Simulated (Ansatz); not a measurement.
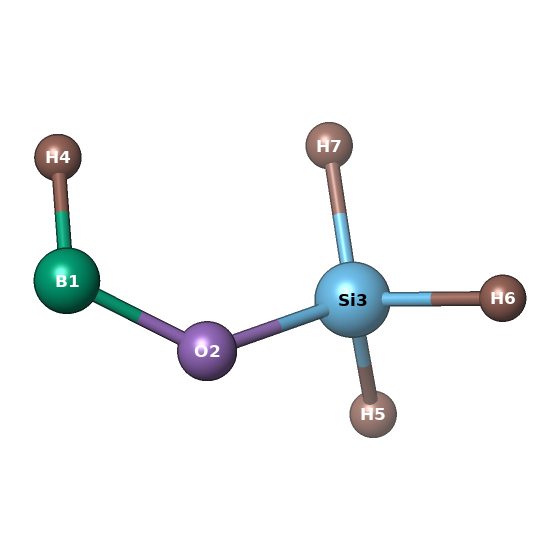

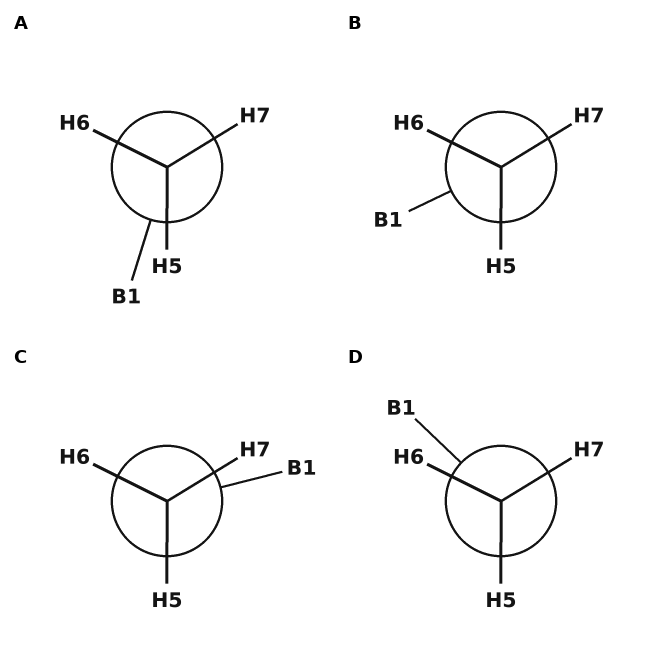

Atoms fade into the background with distance from the viewer. Bonds that would overlap in a projection are set slightly apart. The species has charge −1 and is a spin singlet. Computed geometry: PBE-D4/def2-SVPD optimisation. No frequency run is at hand to confirm it as a minimum.

**Which Newman projection shows the view along Si3–O2, with Si3 in front?**

C. The torsion angle H5–Si3–O2–B1 is −116°, anticlinal.
